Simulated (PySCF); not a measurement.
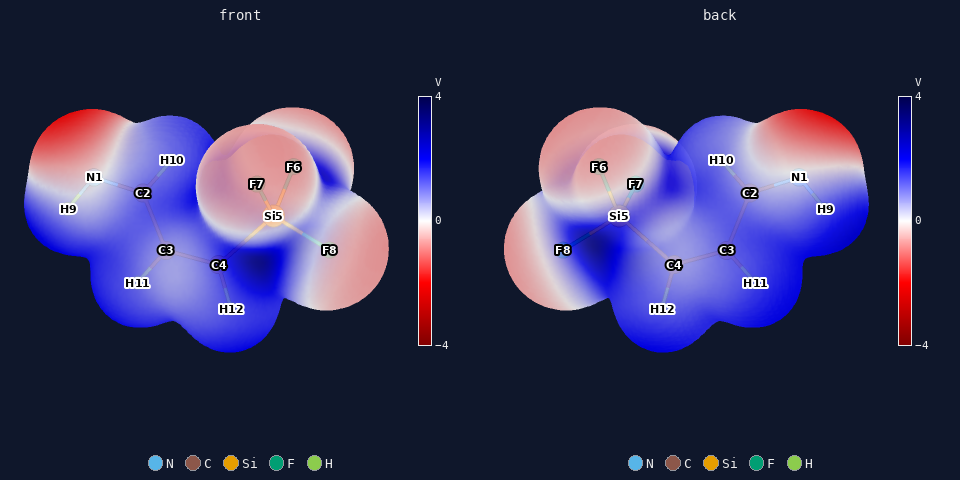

Figure 1: C3H4F3NSi. The electrostatic potential painted on the density surface at 0.004 e/bohr³, seen from the front and from behind; red is negative and blue positive.

Geometry: GFN2-xTB.

Level of theory: PySCF, B3LYP/def2-SVPD, SCF density, gas phase.

Input file:

```
{"job": {"kind": "uv", "xc": "B3LYP", "basis": "def2-SVPD", "nstates": 8, "ntriplets": 3}, "charge": 0, "multiplicity": 1}
N     -2.547885     1.033232     0.278721
C     -1.347455     0.670345     0.171262
C     -0.859518    -0.625996    -0.286039
C      0.432972    -0.963522    -0.343718
Si     1.883744     0.105177     0.126882
F      2.057629     1.436857    -0.717578
F      1.912089     0.597291     1.634814
F      3.242349    -0.686547    -0.074893
H     -3.237548     0.329467     0.012525
H     -0.591338     1.398986     0.452655
H     -1.622351    -1.337349    -0.585578
H      0.678509    -1.958626    -0.695080
```

Run with:

```sh
OMP_NUM_THREADS=1 python probes_run.py task.json out
```

Which sites attract a positive test charge, and which a negative one?

A positive charge is drawn to the negative regions and a negative charge to the positive ones. The most negative region (about −1.9 V, or −44 kcal/mol for a unit charge) lies over N1, the most positive (about +3.1 V, or +71 kcal/mol for a unit charge) over Si5. N1 is the likeliest acceptor of a hydrogen bond.
